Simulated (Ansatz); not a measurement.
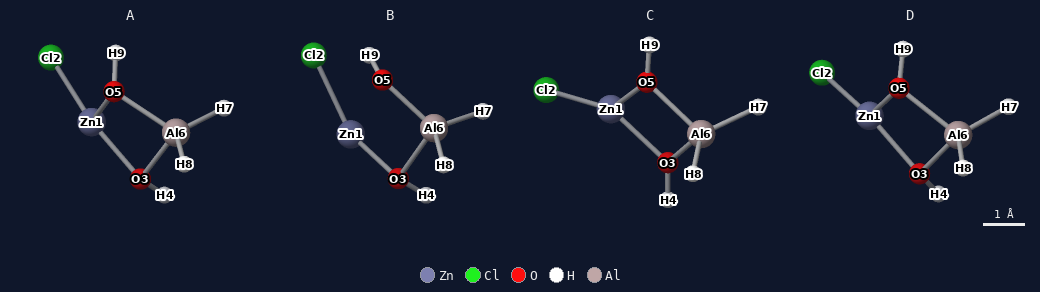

4 geometries from one relaxation of ZnAlH4O2Cl, in shuffled order. Style: ball-and-stick. Shown from a free direction.

The run prepares an end point of a later path (reaction) calculation, from a guessed geometry.

These are results of Ansatz 0.2.0, RKS PBE-D4/def2-SVP, not measurements. Settings: no spin polarisation; force threshold 0.03 eV/Å; at most 50 steps.

Q: Order the frames from highest to lowest energy.

A: B, A, D, C. They are steps 0, 3, 6, 12, at +145.3 kJ/mol, +48.9 kJ/mol, +10.7 kJ/mol relative to the last. The energy falls by 145.3 kJ/mol in 11 accepted moves (12 points after the start). Largest force component: 1.5 eV/Å at the start, 0.017 eV/Å at the end. The line search rejected the trial step at point 11 of the run. The atom that moves furthest after the best rigid fit is Cl2 (1.21 Å). By element the largest moves are Cl 1.21 Å, Zn 0.75 Å, H 0.75 Å, O 0.53 Å, Al 0.25 Å. Some distances before and after: Zn1–O5 2.960 → 1.959 Å, O3–Al6 2.052 → 1.872 Å, Zn1–O3 1.845 → 1.957 Å, O5–Al6 1.770 → 1.872 Å. New bonds form, among them: Zn1–O5 (2.96 → 1.96 Å). Bond angles that change, for instance: H4–O3–Al6 109.1° → 127.8°, O3–Al6–H7 94.3° → 112.8°, O3–Al6–O5 101.4° → 83.1°. Groups turn about O5–Al6 by about 80°. Cost: 19 s on 4 threads of Arm Neoverse V2 (shared host), peak memory 0.18 GiB.
